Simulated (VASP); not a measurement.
Band structure of CdTe (relaxed from the zinc blende structure, space group F-43m). Level of theory: PBE GGA, VASP's PBE PAW potentials (set 64) (plane waves; VASP 6.6.1).

Unless said otherwise, spin-orbit coupling is left out, though it shifts the bands of the heavy elements here.

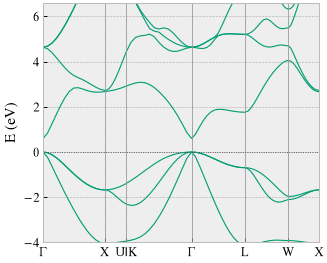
Bands along high-symmetry lines, zero at the valence-band maximum or, without a gap, the Fermi level

Read the plot: is there a gap, and where are the band edges?

The gap is direct, 0.60 eV, from the valence maximum at Γ to the conduction minimum at Γ. (Edges off the drawn lines would not show.)

The structure was generated: CdTe was put into the zinc blende type (F-43m), which need not be its known phase. It was relaxed first.
